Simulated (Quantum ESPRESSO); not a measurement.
**KOs3 (Pm-3m): zone-centre phonons**

Aim: the zone-centre modes of KOs3 (Pm-3m).

Calculated with Quantum ESPRESSO 7.5; DFT LDA, scalar-relativistic, plane waves, JTH PAW pseudopotentials.

The structure was built from a prototype and need not be the compound's stable phase.

## (1) Set-up

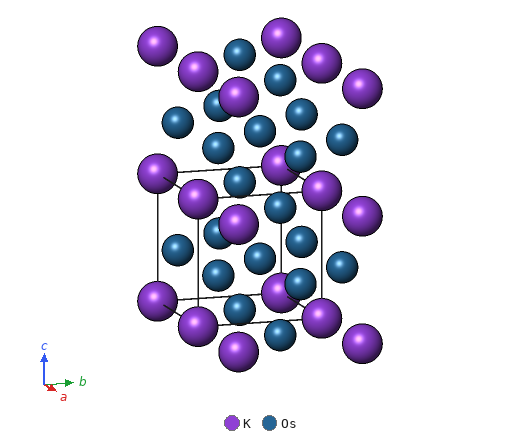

The starting structure, seen slightly off an axis (potassium purple, osmium blue). 2×1×2 cells are drawn. Some periodic images of atoms are drawn too.

## (2) A probe with smearing

Before anything dear is run, a loose run with smearing shows whether this is a metal and how far the cell is from rest.

probe.in

```
 &control
    calculation='scf',
    prefix='x',
    outdir='./tmp',
    pseudo_dir='./pseudo',
    tprnfor=.true.,
    tstress=.true.,
    verbosity='high',
 /
 &system
    ibrav=0,
    nat=4,
    ntyp=2,
    ecutwfc=40.0,
    ecutrho=200.0,
    occupations='smearing',
    smearing='gaussian',
    degauss=0.01,
 /
 &electrons
    conv_thr=1.0d-07,
    mixing_beta=0.7,
    electron_maxstep=100,
 /
ATOMIC_SPECIES
 K      39.0983  K.upf
 Os    190.2300  Os.upf
CELL_PARAMETERS angstrom
     4.787467310    0.000000000    0.000000000
     0.000000000    4.787467310    0.000000000
     0.000000000    0.000000000    4.787467310
ATOMIC_POSITIONS crystal
 K      0.000000000   0.000000000   0.000000000
 Os     0.000000000   0.500000000   0.500000000
 Os     0.500000000   0.000000000   0.500000000
 Os     0.500000000   0.500000000   0.000000000
K_POINTS automatic
 4 4 4 0 0 0
```

Command:

```console
$ OMP_NUM_THREADS=1 mpirun -n 4 pw.x -nk 4 -in probe.in > probe.out
```

Log:

```text
[banners, grids, parts of the stress and lines that vanish by symmetry left out]
Program PWSCF v.7.5
     file K.upf: wavefunction(s)  3S 4S 3P 4P 0D renormalized
     file Os.upf: wavefunction(s)  6S 0S 0P 0P 5D 0D renormalized
[...]
kinetic-energy cutoff     =      40.0000  Ry
     charge density cutoff     =     200.0000  Ry
     scf convergence threshold =      1.0E-07
[...]
Exchange-correlation= SLA PW NOGX NOGC
                           (   1   4   0   0   0   0   0)
[...]
48 Sym. Ops., with inversion, found
[...]
(     0          1          0      )
                  (     0          0          1      )
[...]
(  0.0000000  1.0000000  0.0000000 )
                  (  0.0000000  0.0000000  1.0000000 )
[...]
(     0         -1          0      )
[...]
(     1          0          0      )
[...]
( -1.0000000  0.0000000  0.0000000 )
                  (  0.0000000  1.0000000  0.0000000 )
[...]
number of k points=    10  Gaussian smearing, width (Ry)=  0.0100
[...]
End of self-consistent calculation
[...]
the Fermi energy is     6.2081 ev
!    total energy              =   -2143.22443319 Ry
[...]
convergence has been achieved in  12 iterations
[...]
atom    1 type  1   force =     0.00000000    0.00000000    0.00000000
     atom    2 type  2   force =     0.00000000    0.00000000    0.00000000
     atom    3 type  2   force =     0.00000000    0.00000000    0.00000000
     atom    4 type  2   force =     0.00000000    0.00000000    0.00000000
[...]
Total force =     0.000000     Total SCF correction =     0.000000
[...]
total   stress  (Ry/bohr**3)                   (kbar)     P=     -287.77
[...]
XML data file, charge density, pseudopotentials, collected wavefunctions

   JOB DONE.
```

It took 6.4 s on 4 MPI ranks of Arm Neoverse V2, shared host.

Read from the output:

| Quantity | Value |
| --- | --- |
| volume per atom | 27.43 Å³ |
| pressure | -28.78 GPa |
| gap on the k-mesh | 0 eV |

No gap opens on this mesh, so smearing is kept; the start stands at -29 GPa.

## (3) Relaxing the cell and atoms

The harmonic expansion starts where the forces on the atoms vanish, and stress shifts the frequencies, so cell and atoms are relaxed with tight thresholds.

relax.in

```
 &control
    calculation='vc-relax',
    prefix='x',
    outdir='./tmp',
    pseudo_dir='./pseudo',
    tprnfor=.true.,
    tstress=.true.,
    forc_conv_thr=2.0d-05,
    etot_conv_thr=1.0d-07,
    nstep=40,
 /
 &system
    ibrav=0,
    nat=4,
    ntyp=2,
    ecutwfc=40.0,
    ecutrho=200.0,
    occupations='smearing',
    smearing='mv',
    degauss=0.02,
 /
 &electrons
    conv_thr=1.0d-11,
    mixing_beta=0.7,
    electron_maxstep=100,
 /
 &ions
 /
 &cell
    press_conv_thr=0.2,
 /
ATOMIC_SPECIES
 K      39.0983  K.upf
 Os    190.2300  Os.upf
CELL_PARAMETERS angstrom
     4.787467310    0.000000000    0.000000000
     0.000000000    4.787467310    0.000000000
     0.000000000    0.000000000    4.787467310
ATOMIC_POSITIONS crystal
 K      0.000000000   0.000000000   0.000000000
 Os     0.000000000   0.500000000   0.500000000
 Os     0.500000000   0.000000000   0.500000000
 Os     0.500000000   0.500000000   0.000000000
K_POINTS automatic
 6 6 6 0 0 0
```

Command:

```console
$ OMP_NUM_THREADS=1 mpirun -n 4 pw.x -nk 4 -in relax.in > relax.out
```

Log:

```text
[banners, grids, parts of the stress and lines that vanish by symmetry left out]
[banner, memory and clock lines left out]
Program PWSCF v.7.5

[...]
kinetic-energy cutoff     =      40.0000  Ry
     charge density cutoff     =     200.0000  Ry
     scf convergence threshold =      1.0E-11
[...]
energy convergence thresh.=      1.0E-07
     force convergence thresh. =      2.0E-05
     press convergence thresh. =      2.0E-01
     Exchange-correlation= SLA PW NOGX NOGC
                           (   1   4   0   0   0   0   0)
[...]
48 Sym. Ops., with inversion, found
[...]
number of k points=    20  Marzari-Vanderbilt smearing, width (Ry)=  0.0200
[...]
End of self-consistent calculation
[...]
the Fermi energy is     6.1814 ev
!    total energy              =   -2143.22150608 Ry
[...]
convergence has been achieved in  19 iterations
[...]
atom    1 type  1   force =     0.00000000    0.00000000    0.00000000
     atom    2 type  2   force =     0.00000000    0.00000000    0.00000000
     atom    3 type  2   force =     0.00000000    0.00000000    0.00000000
     atom    4 type  2   force =     0.00000000    0.00000000    0.00000000
     Total force =     0.000000     Total SCF correction =     0.000000
[...]
total   stress  (Ry/bohr**3)                   (kbar)     P=     -289.64
[...]
number of bfgs steps    =   0
[...]
CELL_PARAMETERS (angstrom)
[...]
ATOMIC_POSITIONS (crystal)
K                0.0000000000        0.0000000000        0.0000000000
Os               0.0000000000        0.5000000000        0.5000000000
Os               0.5000000000        0.0000000000        0.5000000000
Os               0.5000000000        0.5000000000        0.0000000000
[...]
New effective cutoffs (rho, wfc):  220.90   44.24
[...]
End of self-consistent calculation
[...]
the Fermi energy is     8.0398 ev
!    total energy              =   -2143.43590261 Ry
[...]
convergence has been achieved in  17 iterations
[...]
atom    1 type  1   force =     0.00000000    0.00000000    0.00000000
     atom    2 type  2   force =     0.00000000    0.00000000    0.00000000
     atom    3 type  2   force =     0.00000000    0.00000000    0.00000000
     atom    4 type  2   force =     0.00000000    0.00000000    0.00000000
     Total force =     0.000000     Total SCF correction =     0.000000
[...]
total   stress  (Ry/bohr**3)                   (kbar)     P=     -311.81
[...]
number of bfgs steps    =   1
[...]
WARNING: bfgs curvature condition failed, Theta= 0.822
[...]
CELL_PARAMETERS (angstrom)
[...]
ATOMIC_POSITIONS (crystal)
[...]
New effective cutoffs (rho, wfc):  259.66   52.01
[...]
End of self-consistent calculation
[...]
the Fermi energy is    11.7089 ev
!    total energy              =   -2143.70551023 Ry
[...]
convergence has been achieved in  18 iterations
[...]
atom    1 type  1   force =     0.00000000    0.00000000    0.00000000
     atom    2 type  2   force =     0.00000000    0.00000000    0.00000000
     atom    3 type  2   force =     0.00000000    0.00000000    0.00000000
     atom    4 type  2   force =     0.00000000    0.00000000    0.00000000
     Total force =     0.000000     Total SCF correction =     0.000000
[...]
number of bfgs steps    =   3
[...]
New effective cutoffs (rho, wfc):  291.57   58.40
[...]
the Fermi energy is    14.9603 ev
!    total energy              =   -2143.77224057 Ry
[...]
convergence has been achieved in  19 iterations
[...]
Total force =     0.000000     Total SCF correction =     0.000000
[...]
total   stress  (Ry/bohr**3)                   (kbar)     P=       29.50
[...]
number of bfgs steps    =   4
[...]
New effective cutoffs (rho, wfc):  288.77   57.84
[...]
the Fermi energy is    14.6676 ev
!    total energy              =   -2143.77280456 Ry
[...]
convergence has been achieved in  16 iterations
[...]
Total force =     0.000000     Total SCF correction =     0.000000
[...]
total   stress  (Ry/bohr**3)                   (kbar)     P=       -1.96
[...]
number of bfgs steps    =   5
[...]
New effective cutoffs (rho, wfc):  288.94   57.87
[...]
the Fermi energy is    14.6858 ev
!    total energy              =   -2143.77280720 Ry
[...]
convergence has been achieved in  12 iterations
[...]
Total force =     0.000000     Total SCF correction =     0.000000
[...]
total   stress  (Ry/bohr**3)                   (kbar)     P=       -0.05
[...]
number of bfgs steps    =   6
[...]
small trust_radius: resetting bfgs history
[...]
CELL_PARAMETERS (angstrom)
[...]
ATOMIC_POSITIONS (crystal)
[...]
New effective cutoffs (rho, wfc):  288.95   57.87
[...]
End of self-consistent calculation
[...]
the Fermi energy is    14.6863 ev
!    total energy              =   -2143.77280720 Ry
[...]
convergence has been achieved in   8 iterations
[...]
atom    1 type  1   force =     0.00000000    0.00000000    0.00000000
     atom    2 type  2   force =     0.00000000    0.00000000    0.00000000
     atom    3 type  2   force =     0.00000000    0.00000000    0.00000000
     atom    4 type  2   force =     0.00000000    0.00000000    0.00000000
     Total force =     0.000000     Total SCF correction =     0.000000
[...]
total   stress  (Ry/bohr**3)                   (kbar)     P=        0.00
[...]
bfgs converged in   9 scf cycles and   7 bfgs steps
[...]
End of BFGS Geometry Optimization
     Final enthalpy           =   -2143.7728071970 Ry
     File ./tmp/x.bfgs deleted, as requested
[...]
CELL_PARAMETERS (angstrom)
[...]
ATOMIC_POSITIONS (crystal)
[...]
Os               0.5000000000        0.0000000000        0.5000000000
Os               0.5000000000        0.5000000000        0.0000000000
[...]
Final scf calculation at the relaxed structure.
[...]
kinetic-energy cutoff     =      40.0000  Ry
     charge density cutoff     =     200.0000  Ry
     scf convergence threshold =      1.0E-13
[...]
press convergence thresh. =      2.0E-01
     Exchange-correlation= SLA PW NOGX NOGC
                           (   1   4   0   0   0   0   0)
[...]
48 Sym. Ops., with inversion, found
[...]
number of k points=    20  Marzari-Vanderbilt smearing, width (Ry)=  0.0200
[...]
End of self-consistent calculation
[...]
the Fermi energy is    14.6865 ev
!    total energy              =   -2143.77225840 Ry
[...]
convergence has been achieved in  19 iterations
[...]
atom    1 type  1   force =     0.00000000    0.00000000    0.00000000
     atom    2 type  2   force =     0.00000000    0.00000000    0.00000000
     atom    3 type  2   force =     0.00000000    0.00000000    0.00000000
     atom    4 type  2   force =     0.00000000    0.00000000    0.00000000
     Total force =     0.000000     Total SCF correction =     0.000000
[...]
total   stress  (Ry/bohr**3)                   (kbar)     P=       -0.56
[...]
XML data file, charge density, pseudopotentials, collected wavefunctions
```

The job ended after 1.8 min (4 MPI ranks).

Relaxation path:

| step | energy less that of the first step (eV) | largest force (eV/Å) | pressure (GPa) | volume (Å³) |
| --- | --- | --- | --- | --- |
| 1 | 0.0000 | 0.0000 | -28.96 | 109.73 |
| 2 | -2.9170 | 0.0000 | -31.18 | 94.31 |
| 3 | -6.5852 | 0.0000 | -22.84 | 74.00 |
| 4 | -4.3987 | 0.0000 | 91.14 | 49.35 |
| 5 | -7.4509 | 0.0000 | -6.83 | 65.30 |
| 6 | -7.4931 | 0.0000 | 2.95 | 62.19 |
| 7 | -7.5008 | 0.0000 | -0.20 | 63.10 |
| 8 | -7.5008 | 0.0000 | -0.01 | 63.04 |
| 9 | -7.5008 | 0.0000 | 0.00 | 63.04 |
| 10 | -7.4934 | 0.0000 | -0.06 | 63.04 |

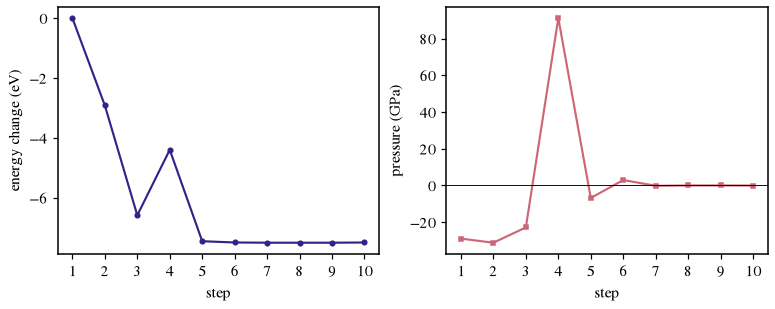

Energy and pressure along the relaxation.

| cell as run | before | after | change |
| --- | --- | --- | --- |
| a (Å) | 4.787 | 3.980 | -16.9 % |
| b (Å) | 4.787 | 3.980 | -16.9 % |
| c (Å) | 4.787 | 3.980 | -16.9 % |
| volume (Å³/atom) | 27.43 | 15.76 | -42.5 % |

The relaxed structure:

```cif
data_structure
_symmetry_space_group_name_H-M 'P 1'
_symmetry_Int_Tables_number 1
_cell_length_a 3.9799
_cell_length_b 3.9799
_cell_length_c 3.9799
_cell_angle_alpha 90.000
_cell_angle_beta 90.000
_cell_angle_gamma 90.000
_cell_volume 63.04
loop_
_atom_site_label
_atom_site_type_symbol
_atom_site_fract_x
_atom_site_fract_y
_atom_site_fract_z
_atom_site_occupancy
K1 K 0.00000 0.00000 0.00000 1
Os2 Os 0.00000 0.50000 0.50000 1
Os3 Os 0.50000 0.00000 0.50000 1
Os4 Os 0.50000 0.50000 0.00000 1
```

The last row of the table of steps is pw.x's closing run on a basis chosen anew for the final cell, so its energy can jump.

Numbers from this step:

* volume per atom: 15.76 Å³
* pressure: -0.05600 GPa

The volume changes by -42.5 % from the cell with which this run began.

## (4) Self-consistent run for the response

Perturbation theory inherits every error of the wavefunctions, so the threshold is set near the limit of the arithmetic. Smearing stays on, as the first look found no gap above 0.3 eV.

scf.in

```
 &control
    calculation='scf',
    prefix='x',
    outdir='./tmp',
    pseudo_dir='./pseudo',
    tprnfor=.true.,
    tstress=.true.,
 /
 &system
    ibrav=0,
    nat=4,
    ntyp=2,
    ecutwfc=40.0,
    ecutrho=200.0,
    occupations='smearing',
    smearing='mv',
    degauss=0.02,
 /
 &electrons
    conv_thr=1.0d-12,
    mixing_beta=0.7,
    electron_maxstep=100,
 /
ATOMIC_SPECIES
 K      39.0983  K.upf
 Os    190.2300  Os.upf
CELL_PARAMETERS angstrom
     3.979881356    0.000000000    0.000000000
     0.000000000    3.979881356    0.000000000
     0.000000000    0.000000000    3.979881356
ATOMIC_POSITIONS crystal
 K      0.000000000   0.000000000   0.000000000
 Os     0.000000000   0.500000000   0.500000000
 Os     0.500000000   0.000000000   0.500000000
 Os     0.500000000   0.500000000   0.000000000
K_POINTS automatic
 6 6 6 0 0 0
```

Command:

```console
$ OMP_NUM_THREADS=1 mpirun -n 4 pw.x -nk 4 -in scf.in > scf.out
```

Log:

```text
[banners, grids, parts of the stress and lines that vanish by symmetry left out]
[banner, memory and clock lines left out]
Program PWSCF v.7.5

[...]
kinetic-energy cutoff     =      40.0000  Ry
     charge density cutoff     =     200.0000  Ry
     scf convergence threshold =      1.0E-12
[...]
Exchange-correlation= SLA PW NOGX NOGC
                           (   1   4   0   0   0   0   0)
[...]
48 Sym. Ops., with inversion, found
[...]
number of k points=    20  Marzari-Vanderbilt smearing, width (Ry)=  0.0200
[...]
End of self-consistent calculation
[...]
the Fermi energy is    14.6865 ev
!    total energy              =   -2143.77225840 Ry
[...]
convergence has been achieved in  24 iterations
[...]
atom    1 type  1   force =     0.00000000    0.00000000    0.00000000
     atom    2 type  2   force =     0.00000000    0.00000000    0.00000000
     atom    3 type  2   force =     0.00000000    0.00000000    0.00000000
     atom    4 type  2   force =     0.00000000    0.00000000    0.00000000
     Total force =     0.000000     Total SCF correction =     0.000000
[...]
total   stress  (Ry/bohr**3)                   (kbar)     P=       -0.57
[...]
XML data file, charge density, pseudopotentials, collected wavefunctions
```

The job ended after 7.8 s (4 MPI ranks).

Numbers from this step:

```yaml
pressure: -0.05700 GPa
```

The cell stands at -0.057 GPa, close enough for phonons.

(Continued in part 2 of 2.)

[Host names and launcher messages were left out of these logs when they were recorded.]

[Logs are printed without paths, hosts, clocks, repeated set-up lines and the standing remarks that a program may print on its own settings, such as how far it seeks lower states.]

[Hosts, paths, dates, database ids (printed as entryN), source tags and the programs' standing remarks are cut or masked in the printed files.]
